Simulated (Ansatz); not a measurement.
C₃H₉FO₂Si (SMILES C[C@H](CF)[SiH](O)O)

Input

```
basis:
  gaussian:
    orbitals: def2-SVPD
crystal:
  periodic: [false, false, false]
  atoms:
    - {symbol: C, position_ang: [1.808400, 0.574101, 1.951561]}
    - {symbol: C, position_ang: [0.365931, 0.908565, 2.350015]}
    - {symbol: C, position_ang: [-0.022885, 0.282496, 3.674005]}
    - {symbol: F, position_ang: [-0.130232, -1.112168, 3.520912]}
    - {symbol: O, position_ang: [-0.687428, -1.260888, 0.700663]}
    - {symbol: O, position_ang: [-0.412836, 1.199824, -0.365466]}
    - {symbol: Si, position_ang: [-0.840030, 0.366721, 1.003711]}
    - {symbol: H, position_ang: [2.065229, 1.024933, 0.981272]}
    - {symbol: H, position_ang: [1.937711, -0.515524, 1.856164]}
    - {symbol: H, position_ang: [2.529626, 0.936869, 2.703884]}
    - {symbol: H, position_ang: [0.249635, 2.004532, 2.462735]}
    - {symbol: H, position_ang: [0.734835, 0.457383, 4.459134]}
    - {symbol: H, position_ang: [-1.001547, 0.646324, 4.033160]}
    - {symbol: H, position_ang: [-2.242200, 0.697825, 1.410426]}
    - {symbol: H, position_ang: [-0.556018, -1.777645, 1.508433]}
    - {symbol: H, position_ang: [-0.827257, 0.923964, -1.191067]}
hamiltonian:
  xc: {name: PBE0}
output: {forces: true, orbitals: {seedname: orbitals}}
```

Run with:

```sh
ansatz run input.yaml --threads 4 --pin off --max-ram 7830MiB --events-out events.jsonl --progress --plain --runs-dir runs
```

Geometry: r2SCAN-D4/def2-SVP.

These are results of isolated molecule in a Gaussian basis; Kohn-Sham density functional theory, functional PBE0 (Ansatz), not measurements.

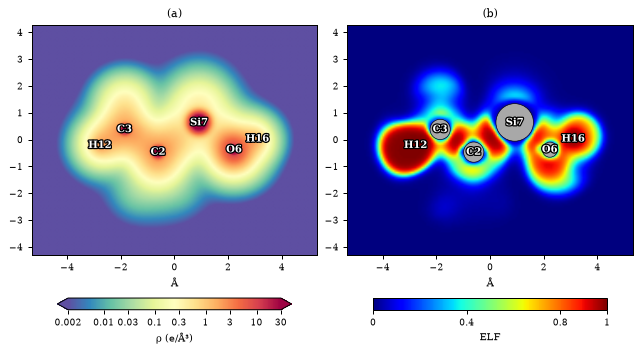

Figure 1. (a) total electron density; (b) ELF on the plane of atoms C2, Si7 and O6. Grey discs cover the atomic cores in the ELF map.

### What do the fields say about this system?

The plane passes through C, O, Si and H nuclei.
C–C (1.52 Å): ρ at the midpoint is about 1.7 e/Å³; the ELF peaks at about 0.95 between the atoms; a shared electron pair.
Si–O (1.66 Å): ρ at the midpoint is about 1.1 e/Å³; the ELF peaks at about 0.90 between the atoms (a shared but strongly polarised pair).
C–Si (1.89 Å): ρ at the midpoint is about 0.98 e/Å³; the ELF peaks at about 0.95 between the atoms (localised, covalent bonding).
O–H (0.96 Å): ρ at the midpoint is about 3.6 e/Å³; the ELF climbs to about 1 towards the hydrogen, as it does in any bond to H (a covalent bond by its length).
C–H (1.11 Å): ρ at the midpoint is about 2 e/Å³; the ELF climbs to about 1 towards the hydrogen; an ordinary covalent bond to hydrogen.
The ELF also peaks beside O6, away from the bonds: lone-pair regions.

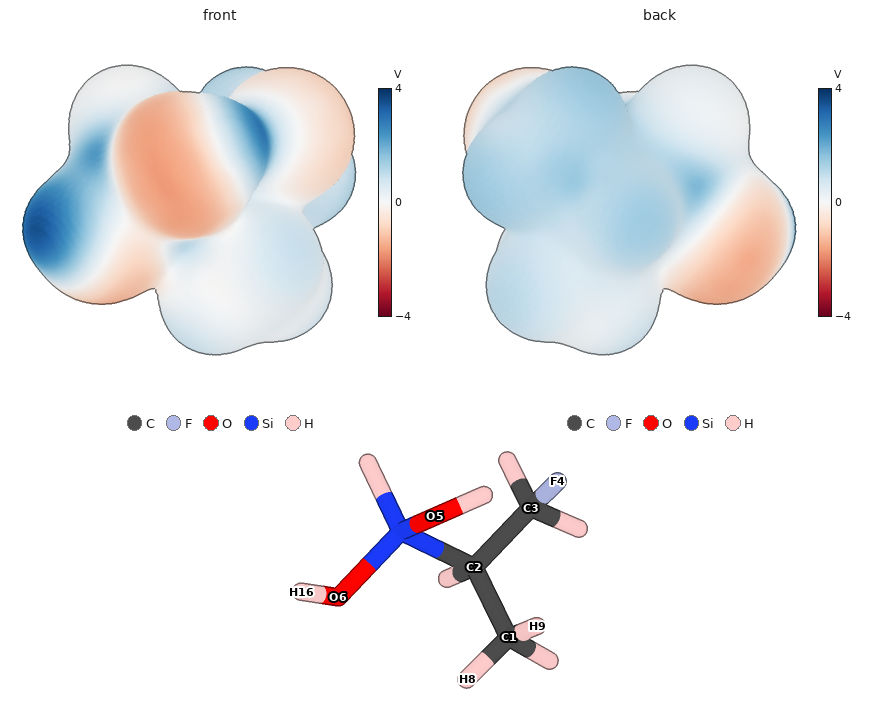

Figure 2. The electrostatic potential painted on the density surface at 0.004 e/bohr³, seen from the front and from behind; the colour scale runs from red (negative) to blue (positive). The bare structure is drawn below in the same view.

### Where is the surface potential most negative and most positive?

The most negative region (about −1.7 V) lies over O5, the most positive (about +3.3 V) over H16. O5 is the likeliest acceptor of a hydrogen bond.

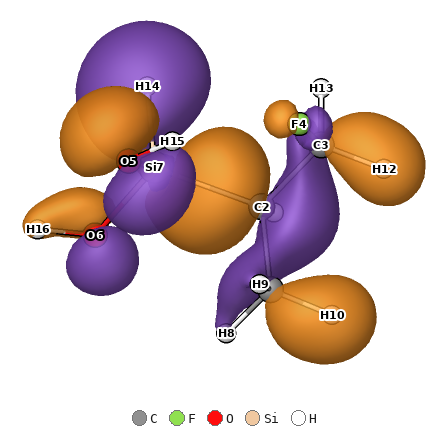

Figure 3. The HOMO at ±0.08 Å⁻³ᐟ² (orange and purple are the two phases), seen at an oblique angle.

### What is the character of this orbital?

By Hirshfeld shares it lies mainly on C2 (about 25 %), Si7 (about 20 %), O5 (about 15 %) and H14 (about 15 %). Its energy is −8.10 eV.
